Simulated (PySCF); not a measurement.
Consider CH$_{2}$Al$_{2}$ (charge +1, doublet).

The calculation's input:

```
# CH2Al2
import pyscf.grad
from pyscf import gto, dft

molecule = gto.M(
    atom=[
    ('C', (0.176259, -0.213905, -0.661333)),
    ('Al', (2.052392, -0.594723, -1.225200)),
    ('Al', (-1.508865, -1.283105, -0.660176)),
    ('H', (-0.092524, 0.703721, -1.237788)),
    ('H', (0.280681, 0.117392, 0.399763)),
],
    spin=1,
    basis='def2-tzvpd',
    verbose=3,
    max_memory=3720,
    charge=1,
)

myscf = dft.UKS(molecule)
myscf.xc = 'pbe0'
myscf = myscf.density_fit(auxbasis='def2-universal-jkfit')
myscf.conv_tol = 1e-09
myscf.grids.level = 3
myscf.max_cycle = 100
myscf.kernel()
if not myscf.converged:
    myscf = myscf.newton().run(myscf.mo_coeff, myscf.mo_occ)
for _ in range(3):
    mo, _, stable, _ = myscf.stability(return_status=True)
    if stable:
        break
    myscf.kernel(myscf.make_rdm1(mo, myscf.mo_occ))

e_final = myscf.e_tot
print(f'total energy: {e_final:.8f} hartree')
grad = myscf.Gradients().kernel()
myscf.analyze()
```

Launched as:

```sh
OMP_NUM_THREADS=2 python input.py
```

Geometry: PBE0-D3(BJ)/def2-SVP.

The calculation used Gaussian-basis quantum chemistry of an isolated molecule with PySCF, energy and nuclear gradient, functional PBE0 (PySCF 2.14.0).

Question: Predict the electron density, electron localisation function and spin density between the atoms.

Answer: C–Al (2.00 Å): ρ is about 0.6 e/Å³ halfway; the ELF peaks at about 0.90 between the atoms, as expected for a shared but strongly polarised pair.
The unpaired spin (1 electron) lies mostly on Al2 (about 0.4), Al3 (about 0.4) and C1 (about 0.3), in electrons by Hirshfeld's partition.

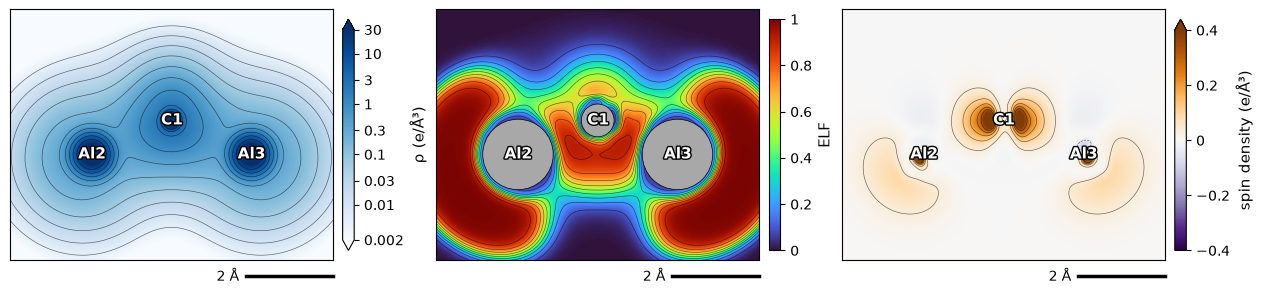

Computed electron density, electron localisation function and spin density on the plane of atoms Al2, C1 and Al3, in this order. Grey discs cover the atomic cores in the ELF map. 
